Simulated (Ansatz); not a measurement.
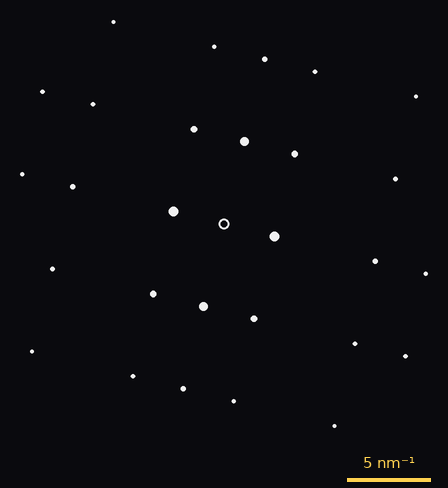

Simulated selected-area electron diffraction pattern (100 kV, kinematic approximation, thin crystal, B = 0.3 Å² for all atoms).

Question: What net do the spots form, and what spacings does it show?

Answer: The spots form a rectangular net whose two shortest vectors correspond to d = 3.19 Å and 1.96 Å, 90.0° apart.

Question: What is the point symmetry of the pattern, intensities included?

Answer: 2mm.

Question: Which crystal and zone produced it?

Answer: This cannot be fixed from one zone alone; the pattern is [211] of Si, space group Fd-3m (No. 227), a = 5.533 Å. The net vectors are -1 1 1 and 0 -2 2. Structure: the input geometry of an electronic-structure calculation (not necessarily at equilibrium).
